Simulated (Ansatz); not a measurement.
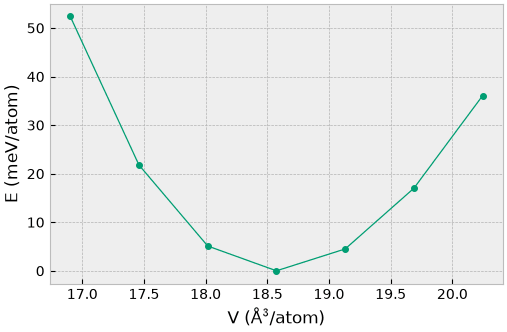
*ScAg$_{3}$ (Cu3Au type, space group No. 221) under volume change, DFT-r²SCAN in the program Ansatz with PAW potentials, scaled uniformly.*

Task: What does a third-order Birch–Murnaghan fit give for V₀, B₀ and B′?

Result: V₀ = 18.57 Å³/atom, B₀ = 91.8 GPa, B′ = 5.2.

Space group Pm-3m (Cu3Au type). The start of the workflow was typed in or built on a structure type; neither database checked (COD, Materials Project) lists it. Its standing as an ambient phase is unchecked. The cell was relaxed with r²SCAN under the symmetry of its start; its stability against distortions is not shown here. No spin polarisation was allowed.

Potentials: the later of the program's two PAW sets.
